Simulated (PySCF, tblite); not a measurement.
# C7H7F: dynamics, then NMR shifts on frames, part 2 of 2

tblite 0.8.0 and PySCF 2.14.0. Atoms count from 0. The steps go on from the part before.

## Step 5: Nuclear shieldings: 625 fs, PBE0/pcSseg-1

Job settings and geometry (Å):

```
{"job": {"kind": "nmr", "xc": "PBE0", "basis": "pcSseg-1", "pop": false}, "charge": 0, "multiplicity": 1}
C      2.518500     0.177600     0.784400
C      1.529400     0.238000     0.111200
C      0.225900     0.324700    -0.577500
C     -0.563600    -0.995000    -0.336400
C     -1.642900    -0.699000     0.716900
C     -1.691400     0.835900     0.857700
C     -0.673800     1.290000     0.159800
F     -0.410700     2.657100     0.088900
H      3.443600     0.021200     1.263800
H      0.398800     0.680600    -1.634400
H      0.169200    -1.821900    -0.081800
H     -1.079900    -1.247800    -1.309100
H     -1.481900    -1.033900     1.703400
H     -2.661900    -1.077900     0.492700
H     -2.395700     1.373700     1.461900
```

Level: GIAO PBE0/pcSseg-1 NMR shielding, non-relativistic, gas phase.

Log:

```text
coarse grid: 13032 points
cycle   1  E = -370.0970940638  dE =  1.103e+00  |g| = 5.655e-01  |ddm| = 3.613e+00
cycle   2  E = -370.0565518409  dE =  4.054e-02  |g| = 7.561e-01  |ddm| = 1.224e+00
cycle   3  E = -370.1590854319  dE = -1.025e-01  |g| = 1.435e-01  |ddm| = 6.766e-01
cycle   4  E = -370.1632188785  dE = -4.133e-03  |g| = 6.643e-02  |ddm| = 1.709e-01
cycle   5  E = -370.1641743107  dE = -9.554e-04  |g| = 2.218e-02  |ddm| = 5.416e-02
cycle   6  E = -370.1642828314  dE = -1.085e-04  |g| = 4.221e-03  |ddm| = 1.970e-02
cycle   7  E = -370.1642865491  dE = -3.718e-06  |g| = 1.556e-03  |ddm| = 4.310e-03
final grid: 127664 points
cycle   8  E = -370.2220890788  dE = -3.591e-05  |g| = 7.579e-03  |ddm| = 3.993e-02
cycle   9  E = -370.2220772069  dE =  1.187e-05  |g| = 1.089e-02  |ddm| = 1.627e-02
cycle  10  E = -370.2221028498  dE = -2.564e-05  |g| = 1.592e-03  |ddm| = 9.513e-03
cycle  11  E = -370.2221032988  dE = -4.490e-07  |g| = 5.902e-04  |ddm| = 1.462e-03
cycle  12  E = -370.2221033775  dE = -7.865e-08  |g| = 2.058e-04  |ddm| = 5.407e-04
cycle  13  E = -370.2221033862  dE = -8.708e-09  |g| = 3.635e-05  |ddm| = 1.677e-04
cycle  14  E = -370.2221033864  dE = -2.609e-10  |g| = 1.175e-05  |ddm| = 4.085e-05
converged SCF energy = -370.2221033864

GIAO shielding tensors (ppm)
atom      isotropic    diamagn.    paramagn.     s11        s22        s33       span
  0 C      109.491     258.002    -148.511     40.123     44.721    243.629    203.506
  1 C       94.598     265.614    -171.015    -12.950      0.133    296.611    309.561
  2 C      145.725     243.036     -97.311    131.469    147.361    158.345     26.875
  3 C      149.634     244.447     -94.813    124.972    153.476    170.454     45.483
  4 C      157.148     244.680     -87.532    135.621    158.770    177.053     41.432
  5 C       72.660     259.729    -187.068    -17.864     91.251    144.594    162.458
  6 C       13.762     249.014    -235.252    -79.145     40.328     80.103    159.248
  7 F      277.270     473.737    -196.467    150.871    318.345    362.594    211.723
  8 H       29.808      33.123      -3.315     24.847     24.914     39.663     14.816
  9 H       27.406      26.718       0.688     23.470     25.991     32.757      9.287
 10 H       28.273      27.749       0.523     24.056     27.566     33.195      9.139
 11 H       28.154      28.086       0.067     23.269     26.816     34.376     11.107
 12 H       29.722      29.996      -0.274     26.248     27.351     35.566      9.318
 13 H       29.042      27.793       1.249     24.609     26.539     35.979     11.371
 14 H       26.038      30.667      -4.629     24.398     25.403     28.314      3.916
```

Wall time 34 s (1 thread of Arm Neoverse N1, shared host); peak memory 0.78 GiB.

This run: δ C6 173.2, C5 114.3, C1 92.3, C0 77.4, H14 5.68, H9 4.31 ppm.

## Step 6: Shielding tensors: 800 fs, PBE0/pcSseg-1

Job settings and geometry (Å):

```
{"job": {"kind": "nmr", "xc": "PBE0", "basis": "pcSseg-1", "pop": false}, "charge": 0, "multiplicity": 1}
C      2.163300    -0.154600     1.556000
C      1.413600    -0.063900     0.643800
C      0.403900     0.095300    -0.335200
C     -0.632900    -1.061900    -0.381200
C     -1.762500    -0.665400     0.551500
C     -1.633500     0.846900     0.582700
C     -0.517600     1.260100     0.035700
F     -0.087100     2.503200    -0.123100
H      2.951100    -0.292500     2.261400
H      0.821500     0.327700    -1.286200
H     -0.128100    -1.976900    -0.009800
H     -0.910900    -1.276800    -1.416500
H     -1.611100    -1.094700     1.535400
H     -2.724100    -0.960500     0.187700
H     -2.380700     1.495300     1.063000
```

With the program's defaults for keys left out, this is: GIAO PBE0/pcSseg-1 NMR shielding, non-relativistic, gas phase.

Log:

```text
coarse grid: 13032 points
cycle   1  E = -370.1088724103  dE =  1.357e+00  |g| = 5.486e-01  |ddm| = 3.692e+00
cycle   2  E = -370.0876564760  dE =  2.122e-02  |g| = 6.537e-01  |ddm| = 1.127e+00
cycle   3  E = -370.1700064889  dE = -8.235e-02  |g| = 1.205e-01  |ddm| = 5.752e-01
cycle   4  E = -370.1730157588  dE = -3.009e-03  |g| = 5.376e-02  |ddm| = 1.566e-01
cycle   5  E = -370.1736200239  dE = -6.043e-04  |g| = 2.011e-02  |ddm| = 5.044e-02
cycle   6  E = -370.1737083607  dE = -8.834e-05  |g| = 5.121e-03  |ddm| = 1.768e-02
cycle   7  E = -370.1737138118  dE = -5.451e-06  |g| = 1.999e-03  |ddm| = 4.882e-03
final grid: 127664 points
cycle   8  E = -370.2295225071  dE = -4.276e-05  |g| = 6.513e-03  |ddm| = 3.818e-02
cycle   9  E = -370.2295186451  dE =  3.862e-06  |g| = 7.832e-03  |ddm| = 1.378e-02
cycle  10  E = -370.2295332658  dE = -1.462e-05  |g| = 1.155e-03  |ddm| = 7.639e-03
cycle  11  E = -370.2295335001  dE = -2.343e-07  |g| = 4.229e-04  |ddm| = 1.174e-03
cycle  12  E = -370.2295335352  dE = -3.517e-08  |g| = 1.867e-04  |ddm| = 4.105e-04
cycle  13  E = -370.2295335430  dE = -7.791e-09  |g| = 3.514e-05  |ddm| = 1.587e-04
cycle  14  E = -370.2295335433  dE = -2.290e-10  |g| = 1.168e-05  |ddm| = 3.904e-05
converged SCF energy = -370.2295335433

GIAO shielding tensors (ppm)
atom      isotropic    diamagn.    paramagn.     s11        s22        s33       span
  0 C      109.311     258.633    -149.322     39.801     44.957    243.174    203.373
  1 C       98.553     262.312    -163.759     -4.259      1.661    298.258    302.517
  2 C      151.902     246.248     -94.346    130.602    158.938    166.167     35.565
  3 C      152.669     246.274     -93.605    128.184    155.447    174.375     46.192
  4 C      159.698     247.797     -88.099    140.599    159.117    179.378     38.779
  5 C       77.150     257.554    -180.405     -9.412     94.897    145.965    155.377
  6 C       13.570     251.770    -238.200    -80.984     49.832     71.863    152.847
  7 F      299.133     472.795    -173.662    198.316    284.097    414.985    216.669
  8 H       29.487      32.746      -3.259     24.557     24.715     39.189     14.632
  9 H       29.339      29.470      -0.131     25.415     28.005     34.595      9.180
 10 H       29.325      29.434      -0.109     25.745     27.712     34.517      8.772
 11 H       29.391      29.699      -0.308     24.531     27.577     36.065     11.534
 12 H       29.022      29.404      -0.382     25.332     26.958     34.777      9.445
 13 H       29.813      29.175       0.638     25.649     27.149     36.642     10.994
 14 H       26.346      29.097      -2.751     23.975     25.454     29.610      5.635
```

Run time: 34 s. Hardware: 1 thread of Arm Neoverse N1, shared host; peak memory 0.79 GiB.

This run: δ C6 173.4, C5 109.8, C1 88.4, C0 77.6, H14 5.37, H12 2.69 ppm.

## Step 7: Nuclear shieldings: 1000 fs, PBE0/pcSseg-1

Job settings and geometry (Å):

```
{"job": {"kind": "nmr", "xc": "PBE0", "basis": "pcSseg-1", "pop": false}, "charge": 0, "multiplicity": 1}
C      2.161300    -0.112400     1.880300
C      1.419400    -0.041800     0.925300
C      0.646500    -0.004800    -0.257900
C     -0.311600    -1.187200    -0.263800
C     -1.572300    -0.552800     0.441200
C     -1.484500     0.926900     0.199300
C     -0.274200     1.221600    -0.189600
F      0.316300     2.453100    -0.453600
H      2.716700    -0.175000     2.765700
H      1.339600     0.010800    -1.132000
H      0.009900    -2.062600     0.308700
H     -0.511900    -1.546500    -1.261600
H     -1.489700    -0.766700     1.511800
H     -2.559800    -0.998600     0.079000
H     -2.308300     1.681600     0.398300
```

With the program's defaults for keys left out, this is: GIAO PBE0/pcSseg-1 NMR shielding, non-relativistic, gas phase.

Log:

```text
coarse grid: 13032 points
cycle   1  E = -370.1026527157  dE =  1.173e+00  |g| = 5.457e-01  |ddm| = 3.673e+00
cycle   2  E = -370.0728680277  dE =  2.978e-02  |g| = 7.022e-01  |ddm| = 1.109e+00
cycle   3  E = -370.1620720081  dE = -8.920e-02  |g| = 1.256e-01  |ddm| = 5.942e-01
cycle   4  E = -370.1650305378  dE = -2.959e-03  |g| = 6.174e-02  |ddm| = 1.625e-01
cycle   5  E = -370.1658410792  dE = -8.105e-04  |g| = 2.292e-02  |ddm| = 5.864e-02
cycle   6  E = -370.1659607618  dE = -1.197e-04  |g| = 4.286e-03  |ddm| = 1.970e-02
cycle   7  E = -370.1659646265  dE = -3.865e-06  |g| = 1.589e-03  |ddm| = 4.503e-03
final grid: 127664 points
cycle   8  E = -370.2237765280  dE = -3.929e-05  |g| = 7.288e-03  |ddm| = 4.961e-02
cycle   9  E = -370.2237665020  dE =  1.003e-05  |g| = 1.016e-02  |ddm| = 1.691e-02
cycle  10  E = -370.2237891930  dE = -2.269e-05  |g| = 1.829e-03  |ddm| = 1.044e-02
cycle  11  E = -370.2237898344  dE = -6.414e-07  |g| = 6.312e-04  |ddm| = 1.630e-03
cycle  12  E = -370.2237899257  dE = -9.133e-08  |g| = 2.001e-04  |ddm| = 5.721e-04
cycle  13  E = -370.2237899334  dE = -7.697e-09  |g| = 3.777e-05  |ddm| = 1.736e-04
cycle  14  E = -370.2237899337  dE = -2.766e-10  |g| = 1.063e-05  |ddm| = 5.362e-05
converged SCF energy = -370.2237899337

GIAO shielding tensors (ppm)
atom      isotropic    diamagn.    paramagn.     s11        s22        s33       span
  0 C      108.753     259.259    -150.506     39.774     46.786    239.699    199.925
  1 C       96.703     264.445    -167.743    -11.186      0.763    300.532    311.718
  2 C      150.243     238.505     -88.263    128.878    155.701    166.148     37.271
  3 C      151.560     246.122     -94.562    129.262    153.769    171.648     42.387
  4 C      150.241     246.689     -96.449    123.951    156.131    170.641     46.689
  5 C       77.860     257.372    -179.512    -11.500     96.495    148.585    160.085
  6 C       11.776     251.177    -239.401    -76.496     37.870     73.955    150.451
  7 F      279.169     472.751    -193.582    159.657    316.191    361.659    202.003
  8 H       29.970      34.286      -4.316     24.961     25.141     39.808     14.847
  9 H       27.737      27.398       0.339     23.726     26.152     33.333      9.608
 10 H       29.557      29.153       0.403     26.301     27.591     34.778      8.478
 11 H       29.681      30.152      -0.471     25.340     27.443     36.259     10.919
 12 H       28.377      28.748      -0.371     25.030     26.612     33.488      8.458
 13 H       28.134      27.208       0.926     23.787     25.851     34.765     10.978
 14 H       25.482      27.699      -2.217     23.216     24.384     28.847      5.631
```

It took 34 s on 1 thread of Arm Neoverse N1, shared host; peak memory 0.79 GiB.

In short: δ C6 175.1, C5 109.1, C1 90.2, C0 78.2, H14 6.23, H9 3.98 ppm.

## Step 8: Run by run: NMR shifts

Shifts (ppm) of some atoms, chosen among heavy atoms and hydrogens apart, with basis size and wall time:

```csv
frame,C5,C3,C2,C4,H9,H13,F7,functions,time
250 fs,114.0,48.4,36.0,28.4,3.10,2.66,-119.5,171,34 s
425 fs,115.5,25.9,31.7,30.2,2.99,2.53,-124.5,171,34 s
625 fs,114.3,37.3,41.2,29.8,4.31,2.67,-106.3,171,34 s
800 fs,109.8,34.3,35.0,27.2,2.38,1.90,-128.2,171,34 s
1000 fs,109.1,35.4,36.7,36.7,3.98,3.58,-108.2,171,34 s
```

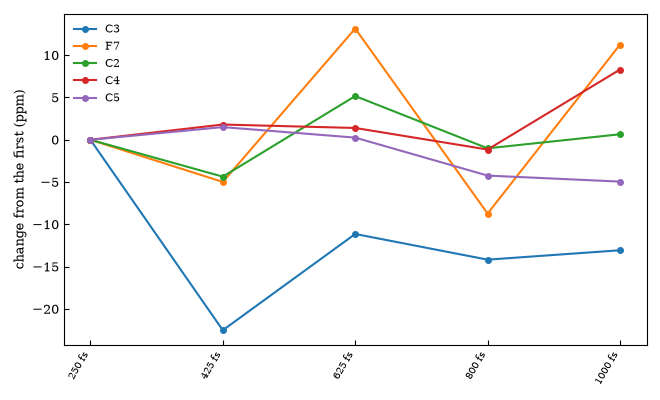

How five of the tabulated atoms move from run to run.

## Step 9: Summary of results

This closing draws on all 2 parts.

| quantity | value |
| --- | --- |
| thermostat | 200 K |
| mean temperature, second half | 212 K |
| mean potential energy above the minimum | 0.34 eV |
| 13C shifts against TMS (PBE0/pcSseg-1, 250 fs) | 172.2, 114.0, 90.7, 77.5, 48.4, 36.0, 28.4 ppm |
| 1H shifts against TMS (PBE0/pcSseg-1, 250 fs) | 5.75, 3.10, 3.06, 2.94, 2.88, 2.66, 2.52 ppm |
| 19F shifts against CFCl3 (PBE0/pcSseg-1, 250 fs) | -119.5 ppm |
| range of the shift of C3 | 25.9 to 48.4 ppm |

In words: In the second half the potential energy averages 0.34 eV above the minimum; equipartition over 39 harmonic modes at 200 K would give 0.34 eV. With 15 atoms the temperature swings widely (106 to 324 K). Shifts at one fixed geometry are not the observed spectrum, which averages over the motion. In the first frame run (250 fs): Shielding is most anisotropic at C1 (span 309 ppm, paramagnetic term -169 ppm). In ppm, C3 moves most: its shift spreads over 22.5 ppm, from 25.9 (425 fs) to 48.4 (250 fs).
